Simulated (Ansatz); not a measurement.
C2H5Si: several calculations on one system

### Relaxation

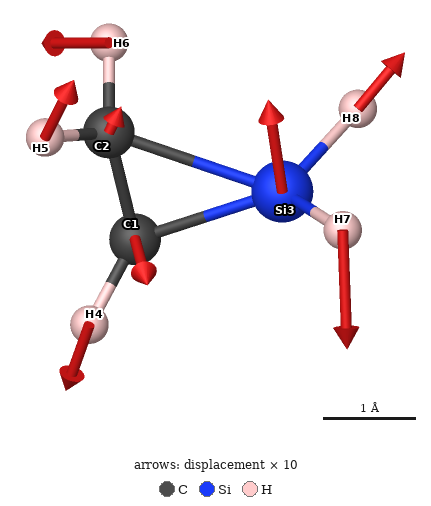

A relaxation of C$_{2}$H$_{5}$Si (multiplicity 2). The starting structure is drawn; red arrows show the displacements, magnified 10 times. The two geometries are superimposed by the best rigid fit.

A ball-and-stick model, seen face on.

The run prepares an end point of a later path (hydrogen shift) calculation, from a guessed geometry.

All numbers below come from Ansatz 0.2.0, UKS BLYP-D4/cc-pVDZ.

Input file:
```yaml
crystal:
  periodic: [false, false, false]
  atoms:
    - { symbol: C, position_ang: [-0.74074, 0.35176, -0.76685] }
    - { symbol: C, position_ang: [0.02238, 0.88192, 0.3556] }
    - { symbol: Si, position_ang: [0.34287, -1.00968, -0.2097] }
    - { symbol: H, position_ang: [-1.82156, 0.33873, -0.67501] }
    - { symbol: H, position_ang: [-0.46934, 1.265, 1.24263] }
    - { symbol: H, position_ang: [0.95016, 1.39925, 0.15378] }
    - { symbol: H, position_ang: [0.08709, -2.06387, 0.76626] }
    - { symbol: H, position_ang: [1.62913, -1.16311, -0.86671] }
magnetization:
  spin_polarized: true
  initial_magnetization: 1
basis:
  gaussian: { orbitals: cc-pVDZ }
hamiltonian:
  xc: blyp
  dispersion: d4
relax:
  f_tol: 0.02
  max_steps: 50
```

Command:
```bash
ansatz run input.yaml --threads 2 --pin off --max-ram 3072MiB --backend cpu --events-out ev --progress --plain --runs-dir out
```

What happened in the run?

Answer. Over 6 accepted moves (7 points after the start) the energy falls by 3.30 kcal/mol. The largest force component goes from 0.87 to 0.01 eV/Å. The line search rejected the trial step at point 3 of the run. The atom that moves furthest after the best rigid fit is H7 (0.13 Å). Largest moves by element: H 0.13 Å, Si 0.11 Å, C 0.08 Å. Among the contacts that change: C2–Si3 2.000 → 1.948 Å, Si3–H8 1.452 → 1.496 Å, Si3–H7 1.459 → 1.497 Å, C1–C2 1.457 → 1.490 Å. Among the angles between lasting bonds that change: Si3–C1–H4 123.8° → 133.2°, C1–Si3–H7 129.7° → 121.1°, C2–C1–H4 117.4° → 124.3°. The run took 10 s on 2 threads of Intel(R) Xeon(R) Platinum 8488C (Sapphire Rapids), with other jobs on the host, peak memory 0.17 GiB.

### Relaxation

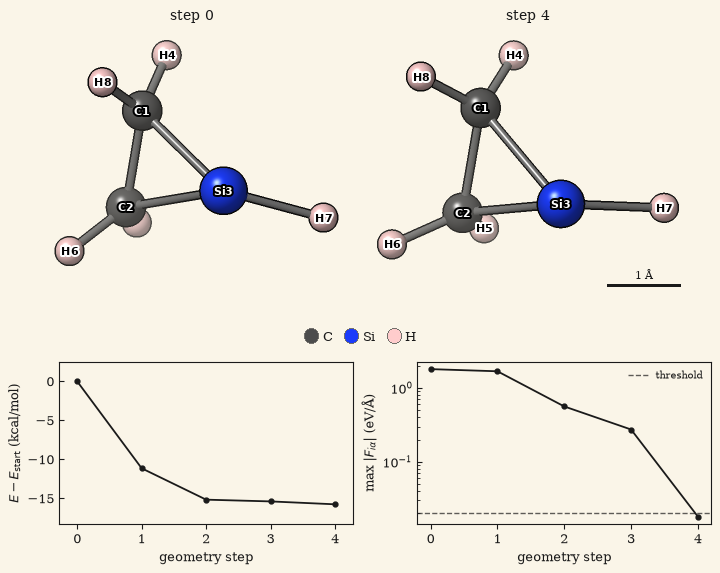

First and last geometry of a relaxation of C2H5Si (multiplicity 2), with the history of the run. A ball-and-stick model, seen at a tilt.

The run prepares an end point of a later path (hydrogen shift) calculation, from a guessed geometry.

Level of theory: Ansatz, UKS BLYP-D4/cc-pVDZ.

Input file:
```yaml
crystal:
  periodic: [false, false, false]
  atoms:
    - { symbol: C, position_ang: [-0.74074, 0.35176, -0.76685] }
    - { symbol: C, position_ang: [0.02238, 0.88192, 0.3556] }
    - { symbol: Si, position_ang: [0.34287, -1.00968, -0.2097] }
    - { symbol: H, position_ang: [-1.82156, 0.33873, -0.67501] }
    - { symbol: H, position_ang: [-0.46934, 1.265, 1.24263] }
    - { symbol: H, position_ang: [0.95016, 1.39925, 0.15378] }
    - { symbol: H, position_ang: [0.08709, -2.06387, 0.76626] }
    - { symbol: H, position_ang: [-0.39351, 0.406, -1.79864] }
magnetization:
  spin_polarized: true
  initial_magnetization: 1
basis:
  gaussian: { orbitals: cc-pVDZ }
hamiltonian:
  xc: blyp
  dispersion: d4
relax:
  f_tol: 0.02
  max_steps: 50
```

Launched with:
```bash
ansatz run input.yaml --threads 2 --pin off --max-ram 3072MiB --backend cpu --events-out ev --progress --plain --runs-dir out
```

Q: Did the run converge, and what did it change?

A: It converged. The energy falls by 15.7 kcal/mol in 4 geometry steps. Largest force component: 1.8 eV/Å at the start, 0.018 eV/Å at the end. The largest move after the best rigid fit is that of H8, 0.30 Å. Largest moves by element: H 0.30 Å, Si 0.18 Å, C 0.14 Å. Some distances before and after: C1–C2 1.457 → 1.567 Å, C2–Si3 2.000 → 1.901 Å, C1–Si3 1.827 → 1.901 Å, Si3–H7 1.459 → 1.517 Å. Among the angles between lasting bonds that change: Si3–C1–H8 97.9° → 119.6°, Si3–C2–H6 105.2° → 119.8°, C1–Si3–H7 129.7° → 115.9°.

| step | E − E(0), kcal/mol | largest force component, eV/Å |
| --- | --- | --- |
| 0 | 0.00 | 1.8018 |
| 1 | -11.13 | 1.6841 |
| 2 | -15.15 | 0.5619 |
| 3 | -15.38 | 0.2736 |
| 4 | -15.75 | 0.0180 |

### Path

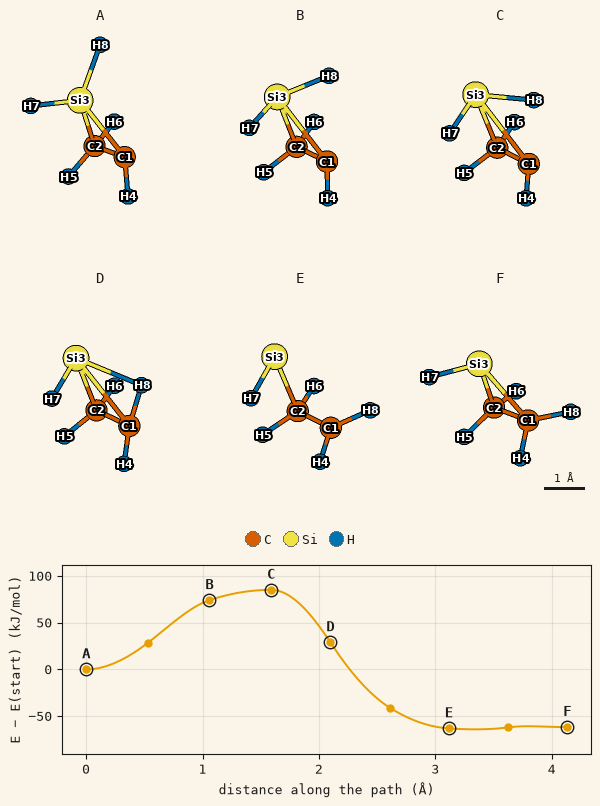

NEB run on C2H5Si (multiplicity 2). Images are numbered from 0 (start) to 8 (end). Frames A to F are images 0, 2, 3, 4, 6, 8. The picture is a ball-and-stick view, seen from a free direction.

Theory: UKS BLYP-D4/cc-pVDZ in Ansatz. Set-up: 7 movable images; climbing image; force threshold 0.05 eV/Å; iteration limit 60; starting path through a guess of the saddle point.

**Describe the mechanism and the energy profile.**

A hydrogen atom shifts from one atom to another. Breaking: Si3–H8 (1.50 → 1.57 at the top → 2.63 Å). Forming: C1–H8 (2.91 → 1.90 at the top → 1.10 Å). The energy climbs by 85.1 kJ/mol to image 3 and then falls by 146.8 kJ/mol, so the end point sits at −61.7 kJ/mol. Image 6 lies below both ends, at −63.1 kJ/mol, which points to an intermediate minimum that so few images don't resolve. The band is converged. At the top, the vibrational analysis gives one imaginary mode (594i cm⁻¹), as a transition state must have.

Cost: 2.5 min on 2 threads of Intel(R) Xeon(R) Platinum 8488C (Sapphire Rapids), on a shared host, peak memory 0.17 GiB.
